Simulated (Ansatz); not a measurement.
# H4MoO5 (SMILES [O]=[Mo]([OH])([OH])([OH])[OH]): what the fields show

Input file:

```
crystal:
  periodic: [false, false, false]
  atoms:
    - {symbol: Mo, position_ang: [-0.040783, -0.155403, 0.291107]}
    - {symbol: O, position_ang: [-0.102150, 0.075732, 1.931645]}
    - {symbol: O, position_ang: [1.598714, -0.991161, -0.043232]}
    - {symbol: O, position_ang: [-1.086980, -1.676098, 0.002075]}
    - {symbol: O, position_ang: [-1.467444, 0.962820, -0.352888]}
    - {symbol: O, position_ang: [0.902704, 1.258060, -0.600007]}
    - {symbol: H, position_ang: [2.252600, -0.603949, -0.639150]}
    - {symbol: H, position_ang: [-1.401926, -2.004025, -0.848603]}
    - {symbol: H, position_ang: [-2.296401, 0.824584, 0.126304]}
    - {symbol: H, position_ang: [0.302790, 1.990187, -0.799481]}
basis:
  gaussian:
    orbitals: def2-SVPD
hamiltonian:
  xc: pbe0
output: {forces: true, orbitals: {seedname: orbitals}}
```

Run with:

```sh
ansatz run input.yaml --threads 2 --pin off --max-ram 5220MiB --events-out events.jsonl --progress --plain --runs-dir runs
```

Geometry: PBE0-D4/def2-SVP; core potentials replace the inner electrons of Mo.

All numbers below come from isolated molecule in a Gaussian basis; Kohn-Sham density functional theory, functional PBE0 (Ansatz 0.2.0).

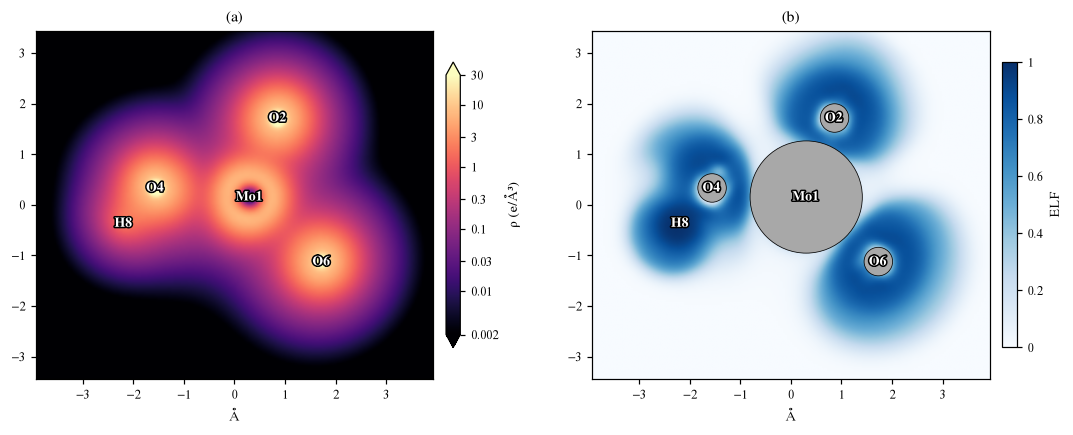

Figure 1. (a) electron density; (b) ELF on the plane of atoms O2, Mo1 and O4. Grey discs cover the atomic cores in the ELF map.

Q: Read the bonding off the picture.

A:
- The section cuts through Mo, O and H sites.
- Mo–O (1.66 Å): ρ is about 2.1 e/Å³ halfway; the ELF peaks at about 0.75 in the valence shell of O, 0.5 Å from its nucleus, and drops to about 0.40 between the two atoms.
- O–H (0.96 Å): ρ is about 3.7 e/Å³ halfway; the ELF climbs to about 1 towards the hydrogen, as it does in any bond to H: an ordinary covalent bond to hydrogen.
- Mo–O (1.87 Å): ρ is about 1.1 e/Å³ halfway; the ELF peaks at about 0.85 in the valence shell of O, 0.5 Å from its nucleus, and drops to about 0.25 between the two atoms.
- Mo–O (1.92 Å): ρ is about 1.1 e/Å³ halfway; the ELF peaks at about 0.85 in the valence shell of O, 0.6 Å from its nucleus, and drops to about 0.30 between the two atoms.

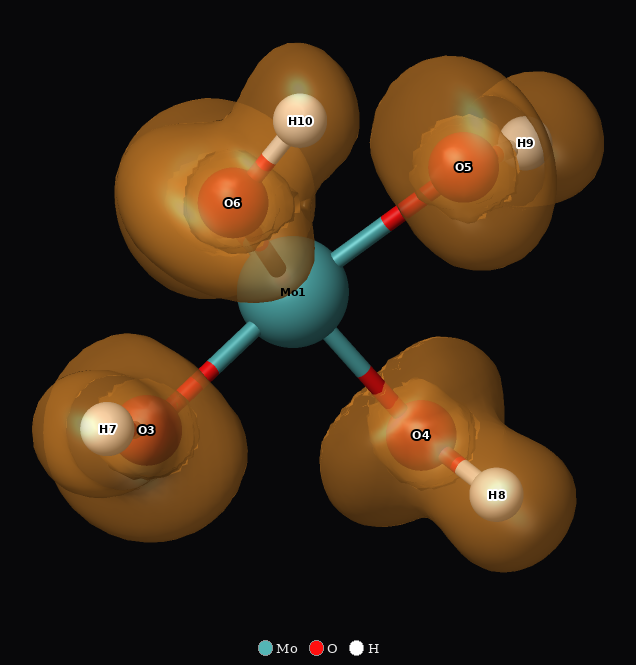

Figure 2. Isosurface of the ELF at 0.75 (orange), seen at an oblique angle. Only the valence region is drawn (cores and ρ < 0.01 e/Å³ removed).

Q: Describe the localisation domains.

A: The ELF exceeds this value in one region wrapped around O (its valence shell) and four joined regions spread over several atoms (H, O), in which their bonds and any lone pairs are merged.

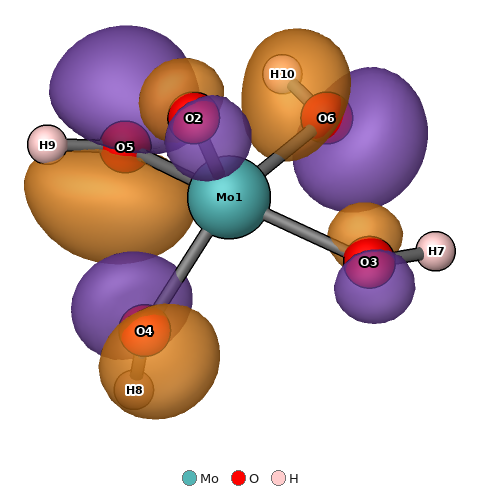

Figure 3. One frontier orbital at ±0.1 Å⁻³ᐟ² (orange and purple are the two phases), seen at a tilt.

Q: Which orbital is it: HOMO or LUMO?

A: The HOMO, at −9.05 eV. It lies mainly on O5 (about 45 %), O6 (about 25 %) and O4 (about 15 %); largely a combination of lone pairs on O5, O6 and O4.

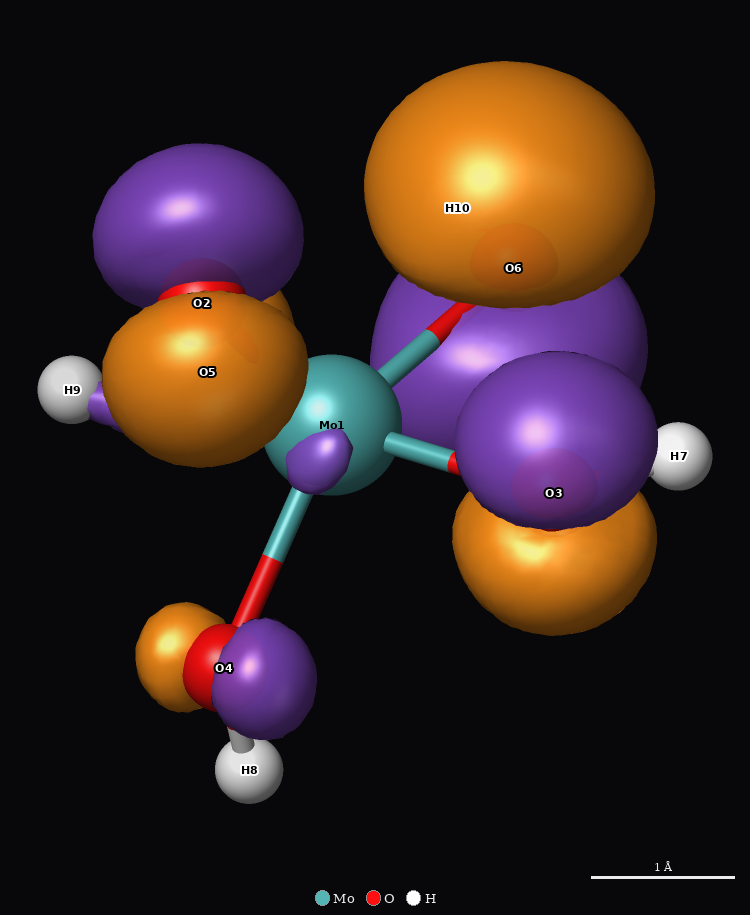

Figure 4. The HOMO−1 at ±0.1 Å⁻³ᐟ² (orange and purple are the two phases), seen at a tilt.

Q: Describe this orbital and give its energy.

A: Its weight (Hirshfeld) is mainly on O6 (about 55 %), O2 (about 15 %) and O3 (about 10 %). Its energy is −9.17 eV.
